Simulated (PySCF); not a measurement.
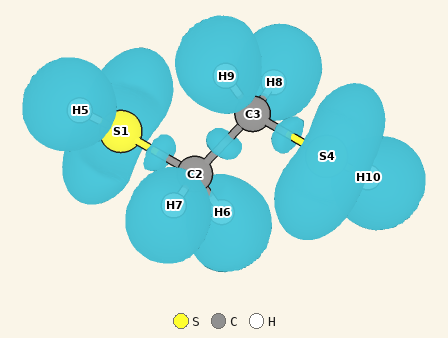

Figure 1: C$_{2}$H$_{6}$S$_{2}$ (SMILES SCC[SH+]) (charge +1, doublet). Isosurface of the electron localisation function at 0.85 (cyan), seen at an oblique angle. Core shells and regions of very low density are left out.

Geometry: PBE0-D3(BJ)/ma-def2-SVP.

Computed with DFT single point, gas phase, functional wB97X (PySCF 2.14.0, density-fitted response routines).

```xyz
10

S     1.8293   -0.7187    0.9547
C     0.4867   -0.5991   -0.2103
C    -0.4793    0.6026    0.1686
S    -1.8227    0.7209   -0.9956
H     2.6331    0.2330    0.4162
H    -0.0618   -1.5494   -0.1499
H     0.8681   -0.4634   -1.2308
H    -0.8598    0.4677    1.1894
H     0.0693    1.5528    0.1070
H    -2.6276   -0.2278   -0.4534
```

> Where are the electrons localised?

The surface consists of one region between bonded C–C atoms (shared pairs), two regions between bonded C–S atoms (shared pairs), six regions around hydrogen nuclei and two lobes on S, pointing away from the bonds (non-bonding electrons, which may merge into one lobe). Profiles from the grid: C–C (1.59 Å): the ELF peaks at about 0.95 between the atoms (a shared electron pair). C–S (1.78 Å): the ELF peaks at about 0.90 between the atoms; localised, covalent bonding.
